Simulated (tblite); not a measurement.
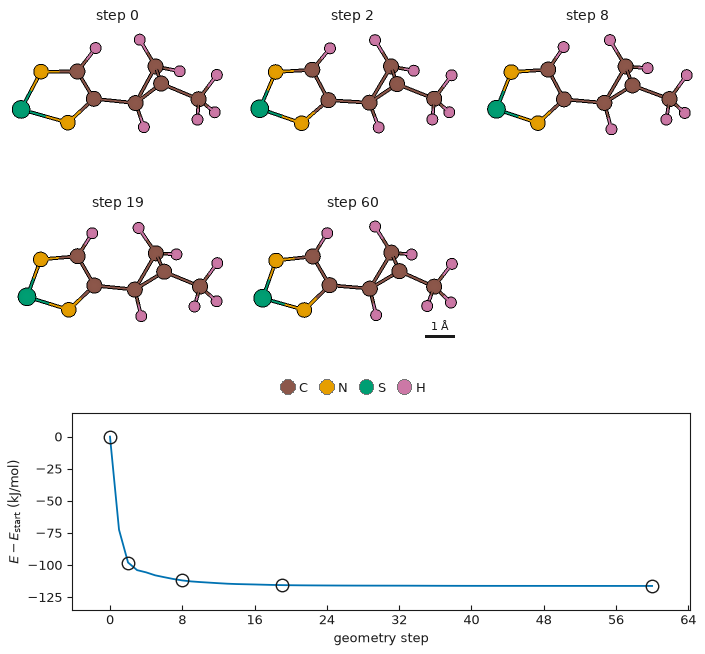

Frames of a relaxation of C₆H₇N₂S (multiplicity 2), marked on the history of the run. Style: ball-and-stick. Shown at a tilt.

Theory: tblite, GFN2-xTB geometry optimisation, gas phase. 

Q: What happens along the run?

A: After 60 geometry steps the energy has fallen by 116.2 kJ/mol. The largest move after the best rigid fit is that of the S atom, 0.24 Å. Largest moves by element: S 0.24 Å, H 0.23 Å, C 0.22 Å, N 0.07 Å. Near-neighbour distances that change, for instance: N–S 1.797 → 1.623 Å, C–C 1.337 → 1.419 Å, C–C 1.539 → 1.458 Å, N–S 1.706 → 1.625 Å. Bond angles that change, for instance: C–C–C 119.6° → 133.4°, C–C–C 122.2° → 131.9°, N–S–N 88.0° → 96.7°. From step 0 to 2: the S atom moves most (0.13 Å), energy −98.0 kJ/mol. From step 2 to 8: an H atom moves most (0.11 Å), energy −14.0 kJ/mol. From step 8 to 19: an H atom moves most (0.11 Å), energy −3.65 kJ/mol. From step 19 to 60: an H atom moves most (0.09 Å), energy −0.65 kJ/mol.

```json
{"step": "0", "E − E(0), kJ/mol": "0.00"}
{"step": "1", "E − E(0), kJ/mol": "-72.45"}
{"step": "2", "E − E(0), kJ/mol": "-97.99"}
{"step": "3", "E − E(0), kJ/mol": "-103.92"}
{"step": "4", "E − E(0), kJ/mol": "-105.66"}
{"step": "5", "E − E(0), kJ/mol": "-107.96"}
{"step": "6", "E − E(0), kJ/mol": "-109.42"}
{"step": "7", "E − E(0), kJ/mol": "-110.81"}
{"step": "8", "E − E(0), kJ/mol": "-111.94"}
{"step": "9", "E − E(0), kJ/mol": "-112.72"}
{"step": "10", "E − E(0), kJ/mol": "-113.23"}
{"step": "13", "E − E(0), kJ/mol": "-114.50"}
{"step": "15", "E − E(0), kJ/mol": "-114.93"}
{"step": "18", "E − E(0), kJ/mol": "-115.45"}
{"step": "21", "E − E(0), kJ/mol": "-115.75"}
{"step": "23", "E − E(0), kJ/mol": "-115.84"}
{"step": "26", "E − E(0), kJ/mol": "-115.94"}
{"step": "28", "E − E(0), kJ/mol": "-115.98"}
{"step": "31", "E − E(0), kJ/mol": "-116.01"}
{"step": "34", "E − E(0), kJ/mol": "-116.06"}
{"step": "36", "E − E(0), kJ/mol": "-116.11"}
{"step": "39", "E − E(0), kJ/mol": "-116.15"}
{"step": "42", "E − E(0), kJ/mol": "-116.18"}
{"step": "44", "E − E(0), kJ/mol": "-116.19"}
{"step": "47", "E − E(0), kJ/mol": "-116.19"}
{"step": "49", "E − E(0), kJ/mol": "-116.20"}
{"step": "52", "E − E(0), kJ/mol": "-116.21"}
{"step": "55", "E − E(0), kJ/mol": "-116.22"}
{"step": "57", "E − E(0), kJ/mol": "-116.23"}
{"step": "60", "E − E(0), kJ/mol": "-116.24"}
```
